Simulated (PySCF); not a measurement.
**C₄H₉ClOSi: electronic excitations**

What electronic excitations should C₄H₉ClOSi (`CO/C(=C/Cl)C[SiH3]`) show?

Computed with PySCF 2.14.0, with density-fitted response routines of our own, on a single molecule in the gas phase. Atoms count from 0, in the outputs and in this text.

## (1) The molecule as given

16 atoms, charge 0, multiplicity 1; geometry from: GFN2-xTB.

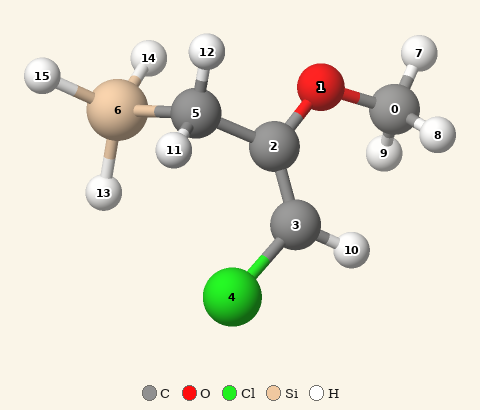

As it starts; carbon grey, oxygen red, chlorine green, silicon light orange, hydrogen white, atoms numbered.

## (2) TDDFT and polarisability: B3LYP/def2-SVPD

Job settings and geometry (Å):

```
{"job": {"kind": "uv", "xc": "B3LYP", "basis": "def2-SVPD", "nstates": 8, "ntriplets": 3}, "charge": 0, "multiplicity": 1}
C     -2.174121     0.890544    -0.589918
O     -0.808578     0.651138    -0.828893
C     -0.220251    -0.429153    -0.243037
C     -0.871919    -1.311188     0.515930
Cl    -0.049555    -2.641810     1.253938
C      1.241893    -0.462196    -0.512454
Si     2.168432     0.616086     0.767042
H     -2.407712     1.816056    -1.113363
H     -2.796733     0.081663    -0.984453
H     -2.373645     1.013226     0.478874
H     -1.924882    -1.296405     0.731914
H      1.604108    -1.487149    -0.478753
H      1.414763    -0.067537    -1.512660
H      1.922449     0.088365     2.108259
H      1.673432     1.989076     0.671398
H      3.594722     0.558228     0.442861
```

Level: TDDFT B3LYP/def2-SVPD, vertical, gas phase, core orbitals frozen in the response.

On the command line:

```
$ OMP_NUM_THREADS=1 python probes_run.py task.json out
```

One launch serves the whole session: the jobs run in the order shown.

Predict these results of the whole session: lowest singlet (B3LYP/def2-SVPD); brightest single state of those computed; lowest triplet.

**Answer**, as computed:

```
                                quantity                        value
        lowest singlet (B3LYP/def2-SVPD)  5.55 eV (223 nm), f = 0.003
brightest single state of those computed  state 4, 6.10 eV, f = 0.121
                          lowest triplet                      4.19 eV
```

In words: The lowest singlet, at 5.55 eV, is HOMO→LUMO+1 0.60, HOMO→LUMO+2 0.23 and is weak; of the 8 states computed, the strongest absorption comes from state 4 at 6.10 eV. The lowest triplet lies 1.36 eV below the lowest singlet (triplets in Tamm-Dancoff, singlets in full TDDFT).
